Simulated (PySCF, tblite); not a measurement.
# C5H9F3O2Si: geometry, infrared bands and NMR shifts

What infrared bands and NMR shifts should C5H9F3O2Si (`C[C@@H]1CO[SiH2]O[C@@H]1C(F)(F)F`) show?

Computed with tblite 0.8.0 and PySCF 2.14.0, with density-fitted response routines of our own, on a single molecule in the gas phase. Atoms count from 0, in the outputs and in this text.

## Step 1: The starting structure

20 atoms, charge 0, multiplicity 1; geometry from: force field or distance geometry start.

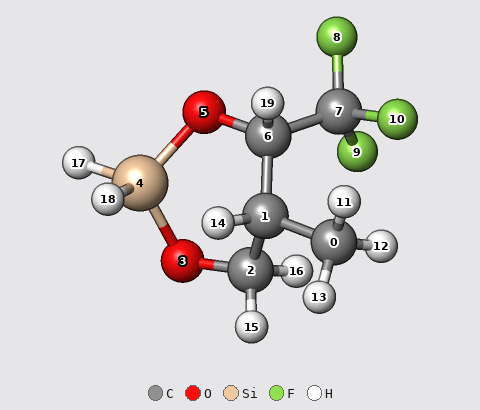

The starting geometry (carbon grey, oxygen red, silicon light orange, fluorine green, hydrogen white), atoms numbered.

## Step 2: Relaxing the molecule with GFN2-xTB

What the job is given:

```
{"job": {"kind": "relax", "xc": "GFN2-xTB", "basis": "xTB"}, "charge": 0, "multiplicity": 1}
C     -1.382300    -1.251400    -0.523000
C     -0.058800    -0.548900    -0.323700
C      0.565200    -1.056000     0.968600
O      1.873500    -0.684800     1.155300
Si     2.321100     0.384200    -0.111000
O      1.094000     1.561500    -0.266700
C     -0.137000     0.937300    -0.427900
C     -1.224600     1.589600     0.381400
F     -1.228700     2.949700     0.217200
F     -1.208200     1.305900     1.708300
F     -2.450200     1.129600    -0.141400
H     -1.823300    -0.859900    -1.455300
H     -2.011400    -1.060300     0.384100
H     -1.159200    -2.339900    -0.686200
H      0.599000    -0.915200    -1.127700
H      0.529700    -2.159800     0.915300
H     -0.041300    -0.804400     1.870100
H      3.570900     1.047100     0.309000
H      2.578600    -0.351500    -1.354500
H     -0.412300     1.137900    -1.494800
```

Run with:

```bash
$ OMP_NUM_THREADS=1 python probes_run.py task.json out
```

One launch serves the whole session: the jobs run in the order shown.

**Question.** This job is followed by: GFN2-xTB harmonic vibrations, gas phase; GIAO PBE0/pcSseg-1 NMR shielding, non-relativistic, gas phase. Predict these results of the whole session: strongest single infrared mode (GFN2-xTB); zero-point energy (GFN2-xTB); ¹³C shifts against TMS (PBE0/pcSseg-1); ¹H shifts against TMS (PBE0/pcSseg-1, means over atoms taken as alike); ¹⁷O shifts against H2O (PBE0/pcSseg-1); ²⁹Si shifts against TMS (PBE0/pcSseg-1); ¹⁹F shifts against CFCl3 (PBE0/pcSseg-1, means over atoms taken as alike).

The runs gave:

| quantity | value |
| --- | --- |
| strongest single infrared mode (GFN2-xTB) | 2324 cm⁻¹, 294 km/mol |
| zero-point energy (GFN2-xTB) | 88.0 kcal/mol |
| ¹³C shifts against TMS (PBE0/pcSseg-1) | 135.2, 77.4, 69.0, 40.3, 14.7 ppm |
| ¹H shifts against TMS (PBE0/pcSseg-1, means over atoms taken as alike) | 5.16, 4.85, 4.60, 4.39, 4.25, 2.43, 1.05 ppm |
| ¹⁷O shifts against H2O (PBE0/pcSseg-1) | 45.8, 32.3 ppm |
| ²⁹Si shifts against TMS (PBE0/pcSseg-1) | -31.6 ppm |
| ¹⁹F shifts against CFCl3 (PBE0/pcSseg-1, means over atoms taken as alike) | -84.9 ppm |

**Reading.** Relaxing lowered the energy by 1.186 eV in 116 steps; the close pair that moved most is O3–Si4, from 1.717 to 1.626 Å. All 54 modes are real, so the xTB geometry is a minimum. The strongest single mode, at 2324 cm⁻¹, moves mainly H17. GFN2-xTB is a fitted tight-binding method: band positions and strengths are rough. Its intensities can rank the bands wrongly. At PBE0/pcSseg-1: Shielding is most anisotropic at F8, F9, F10 (span 158 ppm, paramagnetic term -218 ppm).
